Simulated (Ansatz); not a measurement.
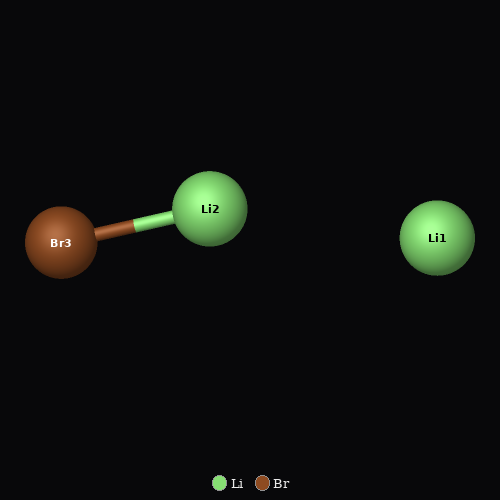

The system is Li + LiBr, spin multiplicity 2; the picture shows the reference structure. First axis: distance Li1–Li2. Second axis: distance Li2–Br3. Nothing is relaxed (the angle Li1–Li2–Br3 is fixed at 160 degrees). Grid: 12 × 12 points. Points are written as (first, second). All energies are given in eV relative to the lowest grid point. Energies and slopes of some neighbouring points disagree (a jump in structure or state, or too coarse a mesh). The D4 coefficients can switch as the alkali atoms part, which puts small steps into the map. All numbers below come from Ansatz 0.2.0, UKS CAM-B3LYP-D4/def2-TZVPD.

Its coordinates:

```xyz
3

Li   -3.3820    0.0000    0.0000
Li    0.0000    0.0000    0.0000
Br    2.1105    0.7682    0.0000
```

Range: distance Li1–Li2 from 2.048 to 4.448 Å; distance Li2–Br3 from 1.984 to 4.384 Å.

Question: What will the energy surface look like?

Answer: The lowest grid point is at (3.382 Å, 2.246 Å). The highest grid point, (2.048 Å, 4.384 Å), lies 3.23 eV above the lowest.

```csv
"distance Li2–Br3 ↓, distance Li1–Li2 →",2.048,2.154,2.310,2.491,2.692,2.909,3.139,3.382,3.634,3.897,4.168,4.448
4.384,3.23,3.01,2.78,2.60,2.48,2.43,2.40,2.32,2.36,2.45,2.54,2.64
4.104,3.02,2.80,2.56,2.38,2.26,2.20,2.18,2.09,2.12,2.21,2.30,2.39
3.833,2.77,2.55,2.31,2.13,2.01,1.95,1.92,1.83,1.86,1.94,2.03,2.12
3.570,2.49,2.27,2.04,1.85,1.73,1.67,1.64,1.55,1.57,1.65,1.73,1.82
3.318,2.18,1.97,1.73,1.55,1.43,1.37,1.35,1.29,1.27,1.33,1.41,1.49
3.075,1.85,1.64,1.41,1.23,1.11,1.05,1.03,1.02,1.01,1.05,1.11,1.18
2.845,1.52,1.31,1.08,0.90,0.79,0.72,0.70,0.69,0.72,0.77,0.82,0.88
2.628,1.20,1.00,0.77,0.60,0.48,0.42,0.39,0.38,0.41,0.46,0.51,0.56
2.427,0.94,0.74,0.52,0.35,0.24,0.17,0.14,0.13,0.16,0.20,0.25,0.29
2.246,0.79,0.60,0.38,0.22,0.10,0.04,0.01,0.00,0.02,0.06,0.10,0.14
2.090,0.81,0.62,0.41,0.25,0.14,0.07,0.04,0.03,0.05,0.08,0.12,0.16
1.984,0.95,0.76,0.56,0.40,0.29,0.23,0.20,0.18,0.20,0.24,0.27,0.31
```

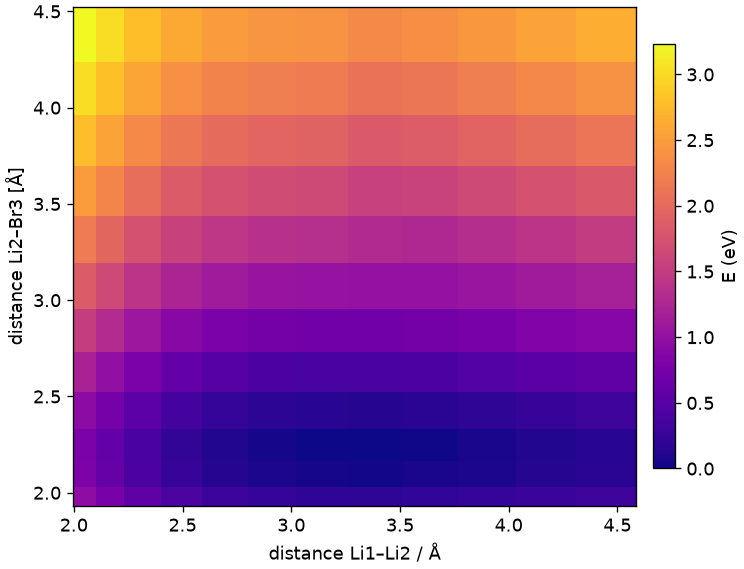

The picture shows one coloured cell a grid point.

Time for the 144 points that were run: 15 min on 1 thread of Arm Neoverse V1, with other jobs on the host.
